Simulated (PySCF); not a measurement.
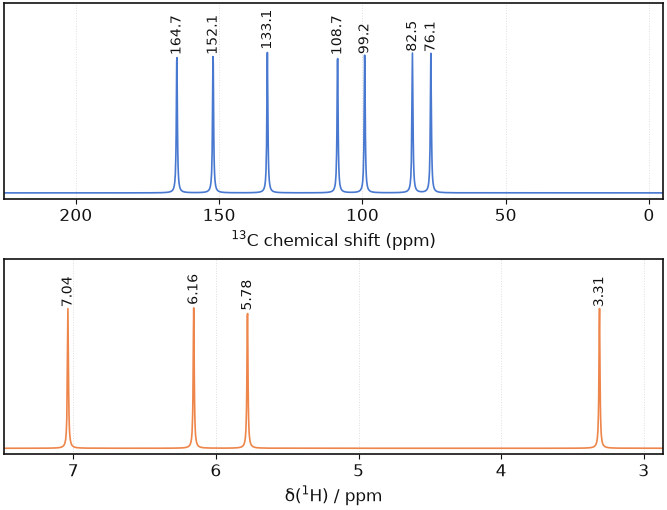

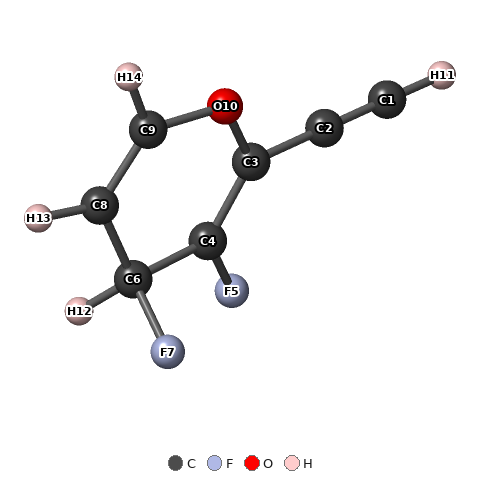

Spectrum and numbered structure of C₇H₄F₂O, SMILES C#CC1=C(F)[C@@H](F)C=CO1. GIAO shifts, PBE0/pcSseg-1 in PySCF 2.14.0, at a GFN2-xTB geometry (no frequency check), against TMS for ¹³C and TMS for ¹H computed at the same level. Gas phase, fully decoupled, line heights follow the number of nuclei, widths are arbitrary (no quadrupolar broadening); values of one conformer, averaged over methyl-type rotors and exact or near symmetry.

Question: Assign the ¹³C signals to the numbered atoms.

Answer:
```csv
δ (ppm),nuclei,atoms
164.7,1,C4
152.1,1,C9
133.1,1,C3
108.7,1,C8
99.2,1,C1
82.5,1,C6
76.1,1,C2
```

Question: Which ¹H nuclei are the least shielded, and which the most?

Answer: Least shielded: H14 at 7.04 ppm. Most shielded: H11 at 3.31 ppm.

Note: the tight-binding geometry is rougher than a DFT one and adds to the error.
